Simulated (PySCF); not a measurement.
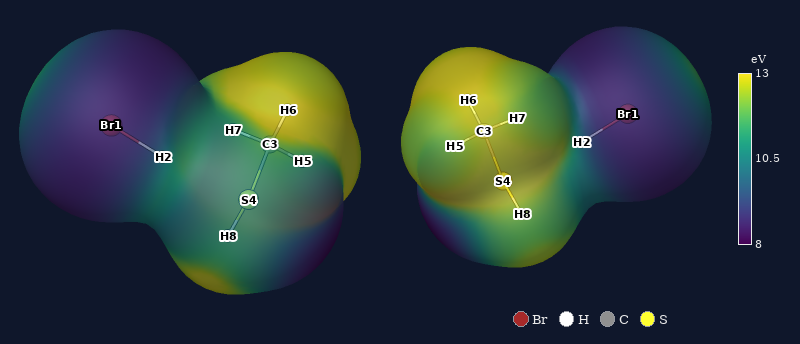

*CH$_{5}$BrS, SMILES `Br.CS`. Average local ionisation energy on the surface of electron density 0.001 a.u. (back view left, front view right).*

Computed with PySCF, B3LYP/def2-SVPD, geometry: GFN2-xTB. The pair's geometry is semi-empirical, so its contact may be too short or too long. GFN2-xTB bond lengths at metals and heavier atoms can be off by up to 0.1 Å and shapes distorted, which carries into these values.

Question: Locate the minima of the map.

Answer: The lowest value is 8.1 eV, 2.3 Å from S4. Further minima include 8.5 eV, 2.3 Å from Br1; 9.9 eV, 1.9 Å from H2; 12.0 eV, 1.3 Å from H5. For comparison, the highest occupied orbital lies at −7.2 eV.

Cost of the run: 12 s on 1 thread of AMD EPYC 7R43 64-Core Processor (Zen 3), on a shared host, peak memory 0.5 GiB.
